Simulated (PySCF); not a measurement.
**Run report: C$_{6}$H$_{5}$F$_{2}$S, EPR calculation**

The run: EPR calculation of C$_{6}$H$_{5}$F$_{2}$S, multiplicity 2, SMILES [CH2]c1ccc(C(F)F)s1. Method and program: UKS B3LYP, pcH-1 on C F H S, non-relativistic, mean-field spin-orbit, GIAO (PySCF 2.14.0).

It belongs to a series of runs on one base structure; here: X = H replaced by CHF2.

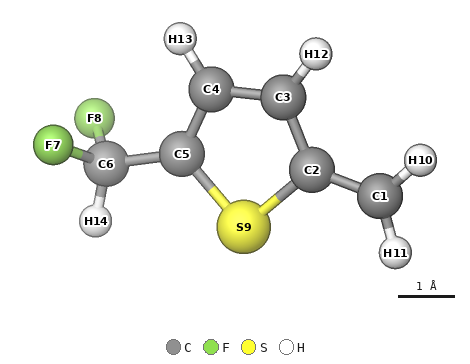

**Figure 1.** The structure as given in the input (ball-and-stick view, seen at a tilt; atoms are numbered from 1 in the order of the input).

Input file
```
{"job": {"kind": "epr", "basis": "pcH-1"}, "charge": 0, "multiplicity": 2}
C     -2.743930     0.841267    -0.074683
C     -1.471639     0.381710     0.005295
C     -0.991955    -0.786685     0.645385
C      0.371351    -0.961261     0.529488
C      0.995844     0.042464    -0.188997
C      2.445632     0.150012    -0.489289
F      3.190660     0.144287     0.650545
F      2.887643    -0.919640    -1.207916
S     -0.116545     1.242685    -0.742504
H     -3.548580     0.299251     0.388059
H     -2.983889     1.749465    -0.594992
H     -1.652805    -1.457467     1.162081
H      0.919342    -1.786821     0.948850
H      2.698194     1.060261    -1.053488
```

The first line tells a small driver script what to run in PySCF; the rest is the geometry in Å.

Run as:
```bash
OMP_NUM_THREADS=1 python <driver script> task.json out
```

Log
```
UKS, coarse grid
  cycle   1  E = -829.38434218  |g| = 5.69e-01
  cycle   2  E = -829.21602435  |g| = 9.04e-01
  cycle   3  E = -829.48988420  |g| = 1.08e-01
  cycle   4  E = -829.49361988  |g| = 7.63e-02
  cycle   5  E = -829.49675205  |g| = 1.62e-02
  cycle   6  E = -829.49693129  |g| = 7.42e-03
  cycle   7  E = -829.49698912  |g| = 4.53e-03
  cycle   8  E = -829.49701016  |g| = 2.10e-03
  cycle   9  E = -829.49701440  |g| = 8.07e-04
UKS, final grid
  cycle   1  E = -829.49708515  |g| = 1.18e-03
  cycle   2  E = -829.49708388  |g| = 1.98e-03
  cycle   3  E = -829.49708584  |g| = 1.71e-04
  cycle   4  E = -829.49708586  |g| = 4.12e-05
  cycle   5  E = -829.49708586  |g| = 2.89e-05
E = -829.49708586 Eh   <S^2> = 0.7812 (exact 0.7500)
g shifts (ppm)      1          2          3
  rmc          -168       -168       -168
  gc             10         47         43
  oz_so         -31        184       3164
  total        -189         64       3039
hyperfine (MHz)  atom isotope    a_iso     a_fc   dipolar eigenvalues
    0   13C      48.67      48.77    -47.33    -46.18     93.51
    1   13C     -41.56     -41.52    -24.28      9.54     14.74
    2   13C      32.68      32.72    -27.89    -27.48     55.37
    3   13C     -28.30     -28.31    -19.37      8.73     10.64
    4   13C      38.02      37.84    -33.12    -32.03     65.15
    5   13C     -13.48     -13.48     -1.43      0.36      1.08
    6   19F      64.56      64.57    -29.93    -27.39     57.32
    7   19F      70.23      70.22    -31.15    -28.65     59.79
    8   33S       3.71       3.87    -11.86     -7.94     19.80
    9    1H     -37.32     -37.33    -21.23     -0.94     22.17
   10    1H     -37.82     -37.81    -21.95     -0.63     22.58
   11    1H     -23.01     -23.01    -11.75     -1.49     13.24
   12    1H       7.67       7.67     -3.00     -1.01      4.00
   13    1H      -0.55      -0.55     -2.57     -1.79      4.36
```

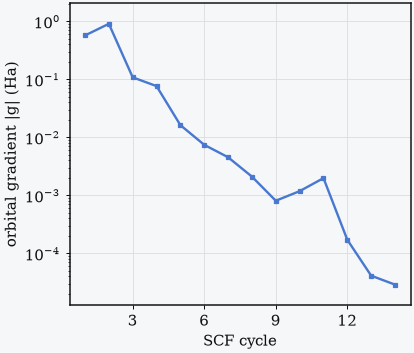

**Figure 2.** Convergence of the self-consistent field: orbital gradient |g| against the SCF cycle. All cycles printed in the log are drawn one after another.

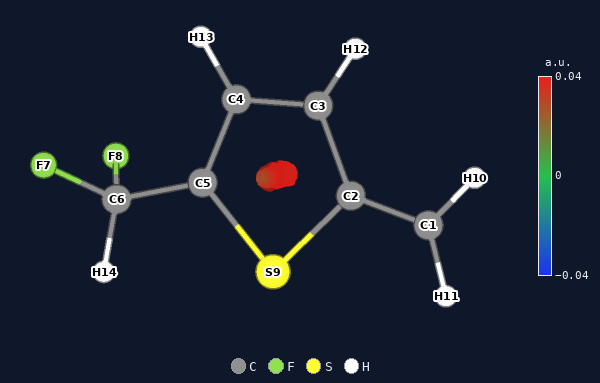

**Figure 3.** Non-covalent interaction (NCI) plot: the surface where the reduced density gradient is 0.5, for densities under 0.05 a.u., coloured by sign(λ₂)ρ; seen at an oblique angle.

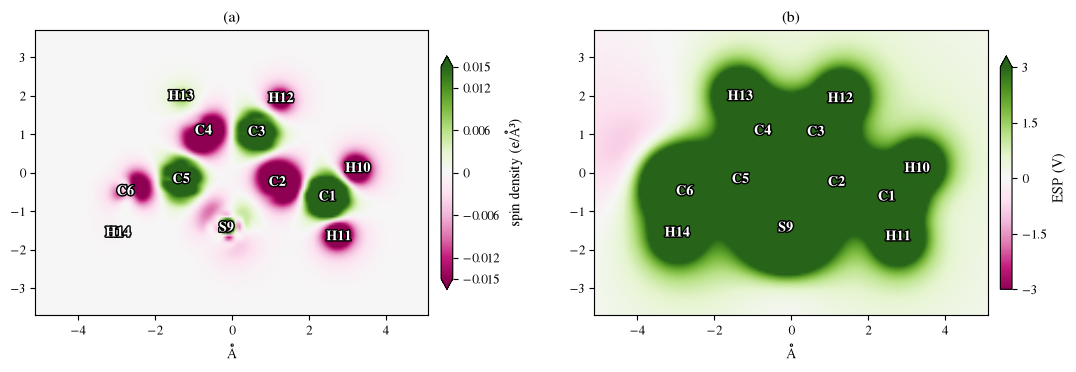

**Figure 4.** (a) spin density; (b) electrostatic potential on the plane of atoms C1, C2 and C3. The section cuts through C, S and H sites. The unpaired spin (1 electron) lies mostly on C1 (about 0.4), C5 (about 0.2), C3 (about 0.2) and S9 (about 0.1), in electrons by Hirshfeld's partition.

Key numbers

| quantity | value |
| --- | --- |
| outcome | converged |
| total energy | −829.497086 hartree |
| ⟨S²⟩ | 0.781 |
| isotropic g | 2.0033 |
| hardware | 1 CPU thread, shared host |
| wall time | 2.5 min |
| peak memory | 0.97 GiB |
